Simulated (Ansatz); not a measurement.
## Hypothetical CsCl type InP, pressure series

Start from InP in the CsCl type structure (space group Pm-3m, No. 221; a = 3.449 Å; a hypothetical phase, not in the database extracts checked).

Cell and atoms are relaxed at each pressure.

Level of theory: PBE, PAW, 420 eV (Ansatz, a quantum-chemistry and plane-wave program; no SOC).

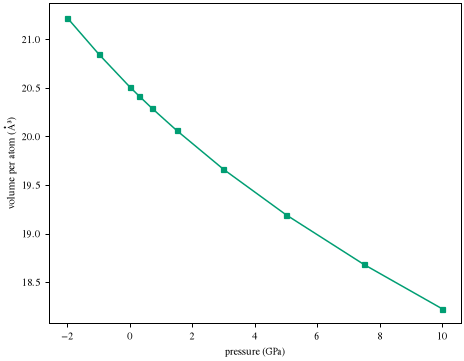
Figure: Volume per atom against pressure

```
pressure (GPa)  volume per atom
--------------  ---------------
-2                     21.22 Å³
-1                     20.85 Å³
0.3                    20.42 Å³
0.7                    20.29 Å³
1.5                    20.06 Å³
3                      19.66 Å³
5                      19.19 Å³
7.5                    18.68 Å³
10                     18.23 Å³
```

Load acts through the strain it causes; cell and atoms are relaxed under it. No phonon test of stability was made. No other phases were tried under pressure. All final runs are without spin polarisation.
